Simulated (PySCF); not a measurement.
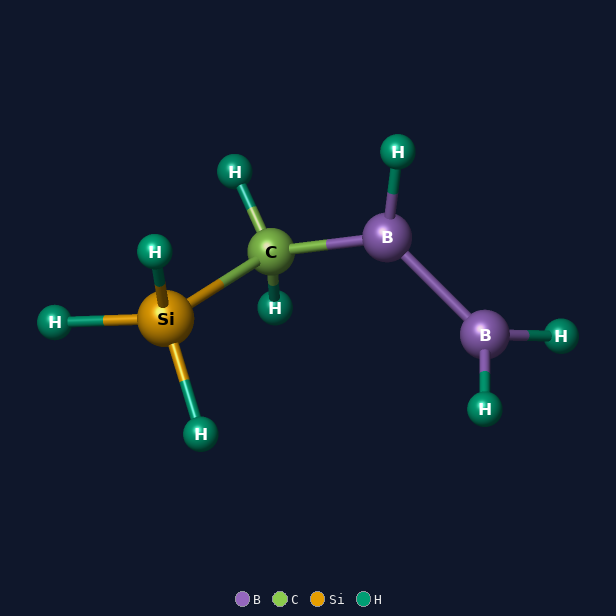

Rendered structure (ball-and-stick style). Every bond is drawn as one stick, whatever its order.

The geometry was computed by an optimisation with GFN2-xTB. No frequency run is at hand to confirm it as a minimum.

Which formula does it have?

CH₈B₂Si, 12 atoms: 1 carbon, 8 hydrogen, 2 boron and 1 silicon.

Describe its rings.

It has no ring.

More results for the same structure follow; atom numbers are the same in all pictures, views and colours differ.

### Geometry

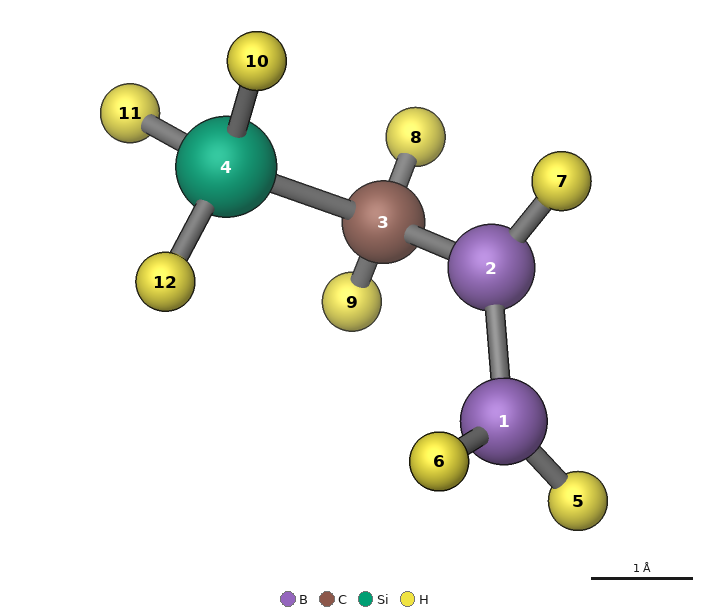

Numbered structure. No frequency run is at hand to confirm it as a minimum.

Give these bond angles: B2–B1–H5, B2–B1–H6, B1–B2–C3, B1–B2–H7, C3–B2–H7, B2–C3–Si4, B2–C3–H8, B2–C3–H9, Si4–C3–H8, Si4–C3–H9, C3–Si4–H10, C3–Si4–H11, C3–Si4–H12.

```tsv
angle	degrees
B2–B1–H5	123.5
B2–B1–H6	122.1
B1–B2–C3	123.1
B1–B2–H7	121.7
C3–B2–H7	115.2
B2–C3–Si4	108.2
B2–C3–H8	113.3
B2–C3–H9	113.9
Si4–C3–H8	107.1
Si4–C3–H9	106.5
C3–Si4–H10	111.6
C3–Si4–H11	107.8
C3–Si4–H12	110.3
```

### Polarisability

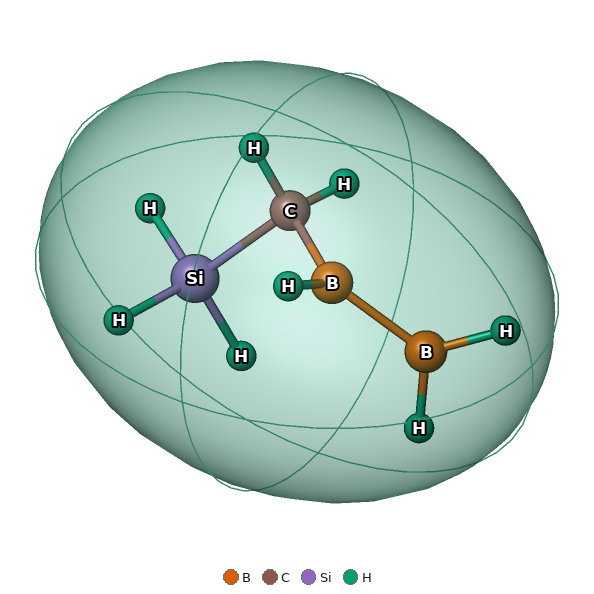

The ellipsoid shows the static dipole polarisability: its half-axes are proportional to the principal values. No frequency run is at hand to confirm it as a minimum. Computed with CAM-B3LYP/def2-SVPD (PySCF 2.14.0).

How large and how anisotropic is the polarisability?

Principal values 60.2, 64.8, 81.9 bohr³; mean 68.9 bohr³ (10.22 Å³); anisotropy 19.8 bohr³, so the longest axis is 1.36 times the shortest.

### Excitation

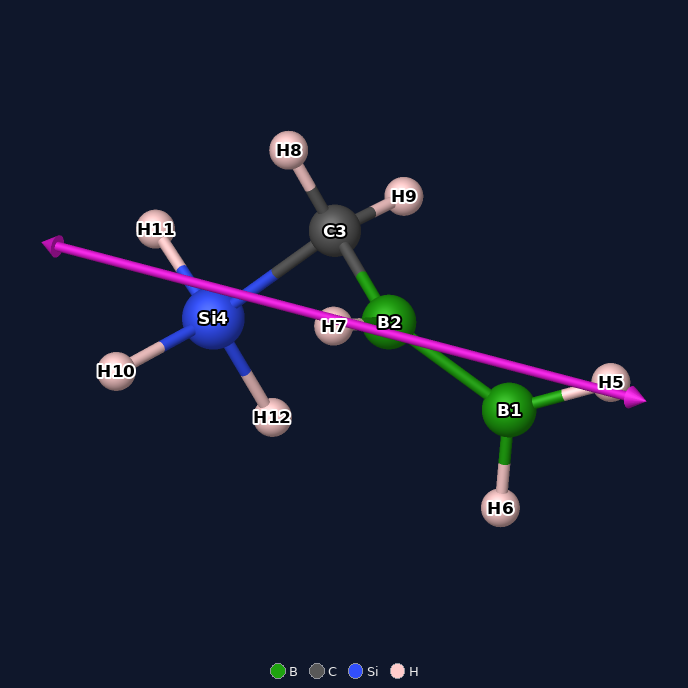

The double arrow shows the direction of the transition dipole to excited singlet state 6 (its length means nothing). No frequency run is at hand to confirm it as a minimum. Level of theory: TDDFT CAM-B3LYP/def2-SVPD, vertical, gas phase, core orbitals frozen in the response (PySCF 2.14.0).

How is the transition polarised?

Close to the long direction B1···Si4.

Where does the transition lie, and how strong is it?

7.44 eV (167 nm), oscillator strength 0.15, mainly HOMO−2 → LUMO+1 (weight 0.62); transition dipole 2.31 D.

### Core levels

No frequency run is at hand to confirm it as a minimum. Level of theory: delta-SCF UKS SCAN, pcX-2 on the ionised atom, pcseg-1 elsewhere, spin-free X2C (PySCF 2.14.0).

Give the core-electron binding energies (to vacuum; p and d levels without spin–orbit splitting) of B1 1s, B2 1s, C3 1s, Si4 1s, Si4 2p.

```tsv
atom	level	binding energy (eV)
B1	1s	195.5
B2	1s	195.2
C3	1s	289.9
Si4	1s	1846.5
Si4	2p	107.0
```

The geometry is semi-empirical. Around B, Si such bond lengths and angles can be off by a tenth of an ångström or more and by several degrees, and values that hang on the shape move with them.
